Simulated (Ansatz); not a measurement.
The starting structures come from a database of crystals and need not be the phases stable at ambient conditions.

 Where the default PAW files enter, the runs use the earlier of Ansatz's two default sets.

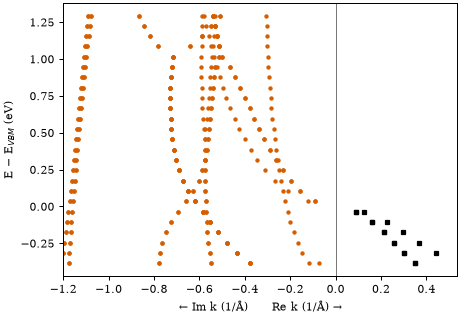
Figure: Complex bands at the centre of the two-dimensional zone; PBEsol in Ansatz (a first-principles code)

No gap correction and no spin-orbit coupling; mid-gap values are interpolated between computed energies.

### Question
This is K2PtBr6 (Fm-3m, not sure to be the ambient phase, 9 atoms a cell, 31.0 Å³ an atom) along the normal of (111). Read off the slowest decay at the centre of the two-dimensional zone at 0.53 eV, the computed energy nearest the middle of the gap.

### Answer
κ ≈ 0.27 1/Å, a decay length 1/(2κ) of the density of 1.8 Å.
